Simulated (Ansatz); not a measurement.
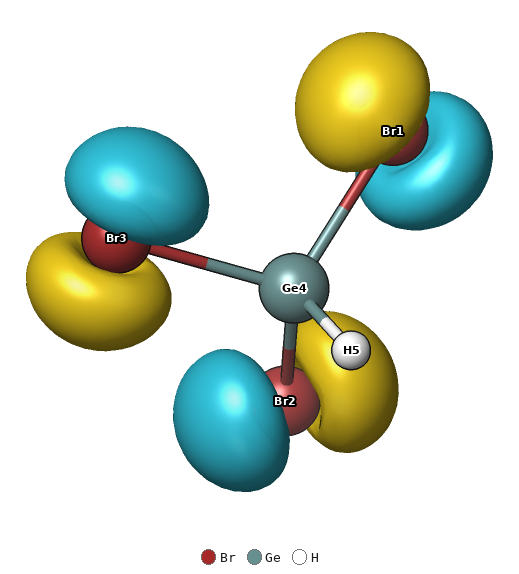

*Br$_{3}$GeH (SMILES [Br][GeH]([Br])[Br]). The HOMO at ±0.15 Å⁻³ᐟ² (yellow and cyan are the two phases), seen at a tilt.*

Geometry: PBE0-D4/def2-SVP.

These are results of Ansatz, isolated molecule in a Gaussian basis; Kohn-Sham density functional theory, functional PBE0, not measurements.

```xyz
5

Br   -2.0405   -0.3259    4.2008
Br   -0.9939   -3.6802    2.9516
Br    1.5675   -1.2693    4.1903
Ge   -0.4151   -1.4679    3.0626
H    -0.2699   -0.8969    1.6508
```

Question: Describe this orbital and give its energy.

Answer: Its weight (Hirshfeld) is mainly on Br1 (about 30 %), Br2 (about 30 %) and Br3 (about 30 %); largely a combination of lone pairs on Br1, Br2 and Br3. Its energy is −8.63 eV.
